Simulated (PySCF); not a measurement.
Vertical excitations of a molecule CH₂FNOSi from TDA-M06-2X/def2-SVPD (PySCF), as energy in eV (oscillator strength): 7.35 (0.001), 7.59 (0.008), 7.81 (0.009), 8.22 (0.026), 8.26 (0.002), 8.70 (0.011), 8.79 (0.015), 8.95 (0.025), 9.14 (0.038), 9.33 (0.014). Lowest triplet (TDA): 6.76 eV. Geometry optimised at ωB97X-D3(BJ)/def2-SVP. One conformer was computed; it need not be the lowest.

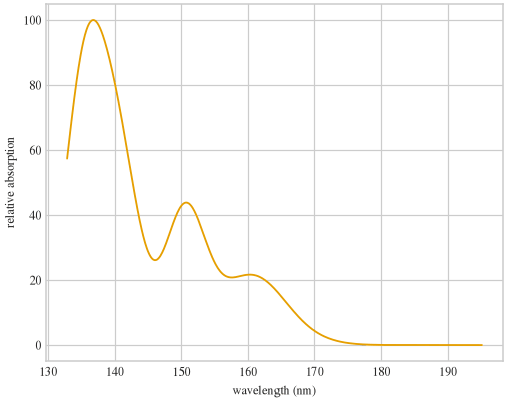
Figure: The lines broadened by 0.4 eV.

Question: Pick the molecule that these values belong to.
A. O=C=N[SiH2]F
B. N#CO[SiH2]F
C. F[Si@H]1N=CO1

Answer: B, N#CO[SiH2]F
